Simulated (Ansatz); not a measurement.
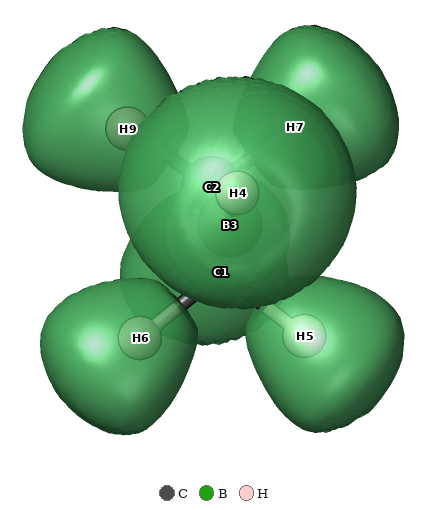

Figure 1: C₂H₆B (SMILES [BH+]CC) (charge +1). Isosurface of the ELF at 0.85 (green), seen at an oblique angle. Core shells and regions of very low density are left out.

Geometry: PBE-D3(BJ)/def2-SVP.

Method: Ansatz 0.2.0, isolated molecule in a Gaussian basis; Kohn-Sham density functional theory, functional PBE0.

Input

```
basis:
  gaussian:
    orbitals: def2-TZVPD
crystal:
  periodic: [false, false, false]
  atoms:
    - {symbol: C, position_ang: [-0.043334, 0.854927, 1.945022]}
    - {symbol: C, position_ang: [0.684046, 0.551981, 0.599836]}
    - {symbol: B, position_ang: [-1.385102, 0.378091, 2.259333]}
    - {symbol: H, position_ang: [-2.482696, 0.021580, 2.586358]}
    - {symbol: H, position_ang: [-0.141292, 1.966065, 2.129193]}
    - {symbol: H, position_ang: [0.549413, 0.488896, 2.835385]}
    - {symbol: H, position_ang: [0.112544, 0.963069, -0.251962]}
    - {symbol: H, position_ang: [1.679235, 1.031002, 0.629793]}
    - {symbol: H, position_ang: [0.813099, -0.537160, 0.464611]}
total_charge: 1
magnetization:
  spin_polarized: false
hamiltonian:
  xc: {name: PBE0}
output:
  forces: true
  orbitals: {seedname: orbitals}
```

Run with:

```sh
ansatz run input.yaml --threads 1 --pin off --max-ram 2610MiB --events-out events.jsonl --progress --plain --runs-dir runs
```

Describe the localisation domains.

Answer. The ELF exceeds this value in one region between bonded B–C atoms (shared pairs), one region between bonded C–C atoms (shared pairs) and six regions around hydrogen nuclei.

Values along the shortest contacts:
C–B (1.46 Å): the ELF peaks at about 0.95 between the atoms: localised, covalent bonding. C–C (1.56 Å): the ELF peaks at about 0.95 between the atoms; a shared electron pair.
